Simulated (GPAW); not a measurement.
Two runs for the Y L₃ edge of atom 2 in YTe (Fm-3m). Run A: GPAW, LDA, excited-electron core hole (neutral cell), 8-atom cell with 6.1 Å between holes, 4×4×4 k points, dipole transitions, Gaussian full width 1.5 eV up to 4 eV, rising linearly to 3.5 eV at 25 eV. Run B differs in one choice.

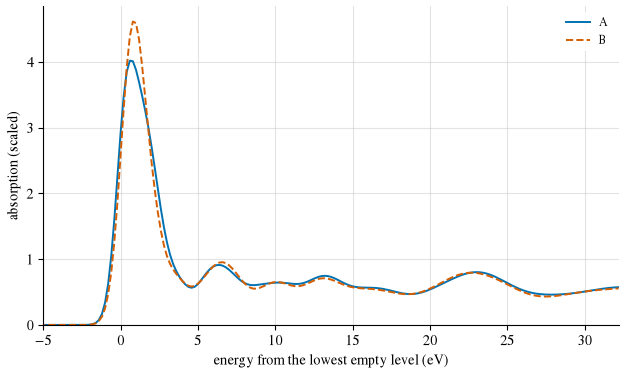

Energy from the lowest empty level; intensity scaled to a mean of 1 over the first 20 eV.

The database entry behind the starting cell differs from later determinations by our own check (0.1 to 0.3 % short, probably kX units), so it need not match the best structure at ambient conditions.

Q: What was changed?
a) the broadening
b) the plane-wave cutoff
c) the size of the supercell
d) the volume of the cell

(c): run B changes the supercell atoms from 8 to 2, and the k mesh follows the cell. The scaled spectrum changes by 11 % r.m.s. The highest intensity below 24 eV goes from 0.6 eV (4.02) to 0.8 eV (4.61). Other settings could leave a like mark; this is the one that was changed.

[Hosts, paths, dates, database ids (printed as entryN), source tags and the programs' standing remarks are cut or masked in the printed files.]

[Lists of maxima count a maximum above −3 eV only where it reaches 4 % of the highest in the window and stands out from its surroundings by 2 % of it (1.5 % where it reaches 55 %); shoulders and weaker maxima are passed over, and of the rest the first, up to two pre-edge ones and the few strongest are named.]
